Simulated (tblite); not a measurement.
**Run report: C$_{4}$H$_{9}$FSi, single-point calculation**

- system: C$_{4}$H$_{9}$FSi, SMILES FC1CCC[SiH2]1
- method: GFN2-xTB, R-SCC, ddCOSMO solvent (tblite 0.8.0)

The geometry comes from this level: GFN2-xTB.

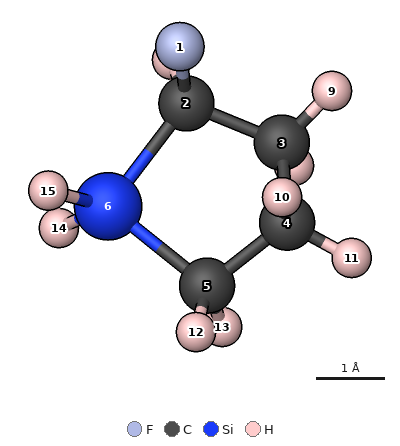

Fig. 1: The structure (ball-and-stick view, seen at a tilt; atoms are numbered from 1 in the order of the input).

Key numbers

```csv
quantity,value
outcome,converged
total energy,−19.611697 hartree
basis functions,38
largest force,0.079 eV/Å
HOMO,−10.62 eV
LUMO,−5.36 eV
dipole moment,2.55 D
hardware,"1 thread of Intel Xeon (Sapphire Rapids), 16 GiB of memory available, shared host"
peak memory,0.07 GiB
```

Settings chosen away from the usual ones: epsilon.

Input (script.py)
```python
"""GFN2-xTB single point"""
import json
import numpy as np
from tblite.interface import Calculator
from tblite.interface import symbols_to_numbers

geometry = """
F     -1.342800     1.875630    -0.118710
C     -0.430610     1.154070     0.650610
C     -0.951360    -0.266260     0.843560
C     -0.610460    -1.072980    -0.407210
C      0.879870    -0.879850    -0.708210
Si     1.213980     0.958970    -0.334560
H     -0.376200     1.694520     1.599820
H     -0.450270    -0.698690     1.711890
H     -2.026550    -0.259000     1.031460
H     -1.203150    -0.692380    -1.241230
H     -0.857900    -2.127530    -0.271580
H      1.110040    -1.179600    -1.728840
H      1.470940    -1.520180    -0.051270
H      2.376060     1.180960     0.528350
H      1.198400     1.832330    -1.504080
"""
lines = [l.split() for l in geometry.strip().splitlines()]
symbols = [l[0] for l in lines]
numbers = np.array(symbols_to_numbers(symbols))
positions = np.array([l[1:4] for l in lines], float) / 0.52917721

calc = Calculator("GFN2-xTB", numbers, positions, charge=0, uhf=0)
calc.add("ddX-solvation", 1.5, "cosmo")
sp = calc.singlepoint()

print(f"Energy: {sp.get('energy') * 627.5095:.8f} kcal/mol")
eps = np.atleast_2d(sp.get("orbital-energies")) * 27.211386
occ = np.atleast_2d(sp.get("orbital-occupations"))
filled = occ.sum(axis=0) if eps.shape[0] == 1 else occ[0]
homo = np.nonzero(filled > 0.5)[0].max()
print(f"HOMO {eps[0, homo]:.4f} eV")
if homo + 1 < eps.shape[1]:
    print(f"LUMO {eps[0, homo + 1]:.4f} eV, gap {eps[0, homo + 1] - eps[0, homo]:.4f} eV")
mu = sp.get("dipole") * 2.541746
print(f"|mu|: {np.linalg.norm(mu):.4f} D, components " + " ".join(f"{c:.4f}" for c in mu))
q = sp.get("charges")
print("Charges:", " ".join(f"{s}{i + 1}={c:+.4f}" for i, (s, c) in enumerate(zip(symbols, q))))
out = {k: np.asarray(sp.get(k)).tolist() for k in ("energy", "gradient", "charges", "dipole", "orbital-energies", "orbital-occupations")}
out.update(symbols=symbols, positions=(positions * 0.529177210903).tolist())
json.dump(out, open("results.json", "w"))
```

Command:
```bash
python script.py
```

Output
```
------------------------------------------------------------
  cycle        total energy    energy error   density error
------------------------------------------------------------
      1     -19.45693150869  -1.9660822E+01   2.1743297E-01
      2     -19.59714503863  -1.4021353E-01   8.8539630E-02
      3     -19.60707051870  -9.9254801E-03   6.6613840E-02
      4     -19.61124933906  -4.1788204E-03   1.5506288E-02
      5     -19.61142872480  -1.7938575E-04   1.2936148E-02
      6     -19.61169094263  -2.6221783E-04   2.7782525E-03
      7     -19.61169484502  -3.9023894E-06   1.5695457E-03
      8     -19.61169644834  -1.6033212E-06   4.9762662E-04
      9     -19.61169652973  -8.1389445E-08   2.4731122E-04
     10     -19.61169653087  -1.1342181E-09   1.0636867E-04
     11     -19.61169655644  -2.5571982E-08   5.7905707E-05
     12     -19.61169656197  -5.5366414E-09   9.6179722E-06
------------------------------------------------------------

 total:                                   0.306 sec
Energy: -12306.52590376 kcal/mol
HOMO -10.6213 eV
LUMO -5.3616 eV, gap 5.2597 eV
|mu|: 2.5538 D, components 1.8932 -1.5908 0.6377
Charges: F1=-0.2928 C2=+0.0313 C3=-0.0655 C4=-0.0580 C5=-0.1596 Si6=+0.4715 H7=+0.0160 H8=+0.0271 H9=+0.0389 H10=+0.0328 H11=+0.0270 H12=+0.0304 H13=+0.0318 H14=-0.0748 H15=-0.0561
```

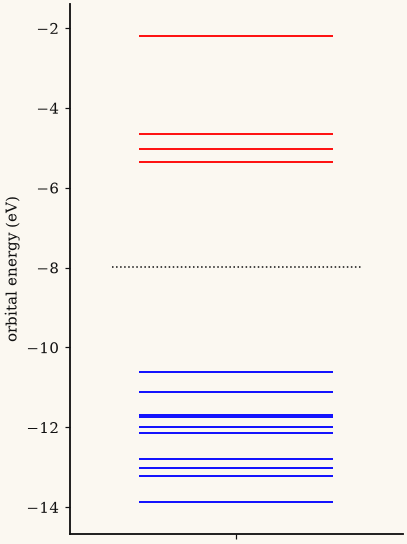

Fig. 2: Orbital energies near the frontier; the dotted line parts filled from empty levels, and levels within 0.02 eV of each other stand side by side. Highest filled −10.62 eV, lowest empty −5.36 eV, 5.26 eV apart.

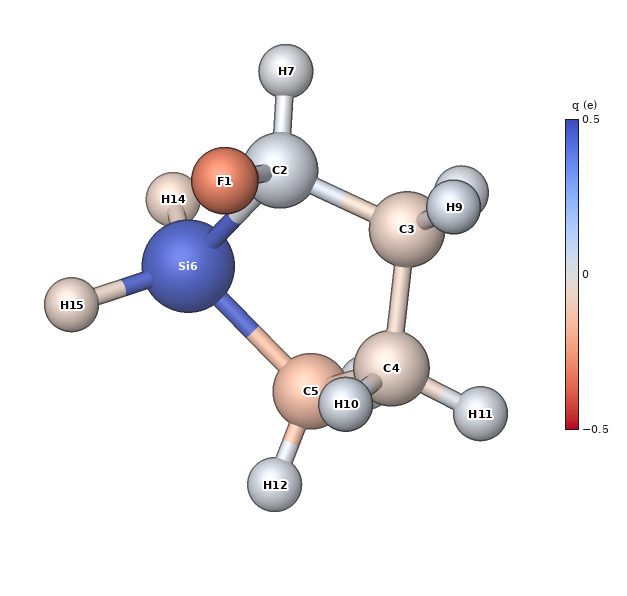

Fig. 3: Mulliken charges, as the colour of each atom (ball-and-stick view, seen at a tilt; atoms are numbered from 1 in the order of the input). By element: F −0.29, C −0.16 to +0.03, Si +0.47 and H −0.07 to +0.04 e.
